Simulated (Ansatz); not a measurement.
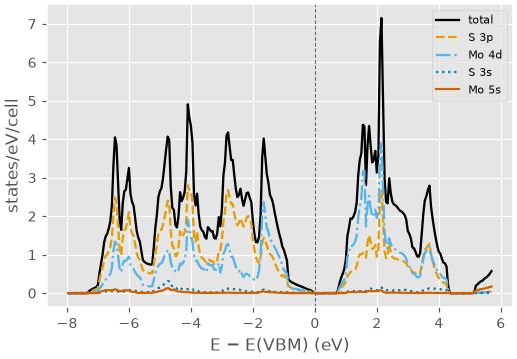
*Total and projected density of states of MoS2 in space group R3m (No. 160; Mo on 3a, S on 3a, S on 3a), plane-wave PAW LDA (Ansatz code)*

Problem. Which orbitals carry the states next to the gap?

Solution. Top 1 eV of the valence band: Mo 4d 51 %, S 3p 43 %. Bottom 1 eV of the conduction band: Mo 4d 65 %, S 3p 29 %. Projections are on Löwdin-orthogonalised atomic valence shells; empty p or d shells of many metals are not among them.

Problem. Where is the tallest occupied peak in this window, and what makes it?

Solution. Near -4.1 eV, about 4.9 states/eV per cell; the largest projected share is S 3p.

The LDA relaxation kept the symmetry of its start. The run is not spin-polarised. A crystal of weakly bound layers computed without a dispersion correction: the cell and the soft elastic constants depend strongly on that. Scalar-relativistic: spin–orbit coupling is off unless named, which matters more the heavier the elements.

Potentials: the earlier of the program's two PAW sets. The files were generated under PBE; for other functionals the program regenerates the frozen cores, and for LDA and PBEsol the local potential too.
